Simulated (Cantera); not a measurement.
A closed system holds: 1 mol B, a varied amount of O2, 19 mol H2, at 2325 K and 0.100 bar.

Equilibrium computed with Cantera from the NASA thermochemical tables; the gas is ideal and each condensed phase is pure. Candidate condensed phases: B, B2O3, B3O3H3, H2O; 23 gas species. Rates play no part.

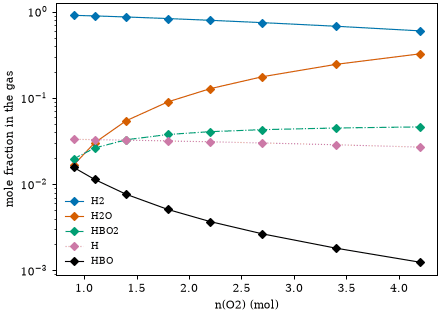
Equilibrium gas composition (values under 1e-9 drawn at 1e-9)

Task: Read off the mole fractions at 3.4 mol O2.

Result: H2 about 0.68, H2O about 0.24, HBO2 about 0.045, H about 0.029, HBO about 0.0018.
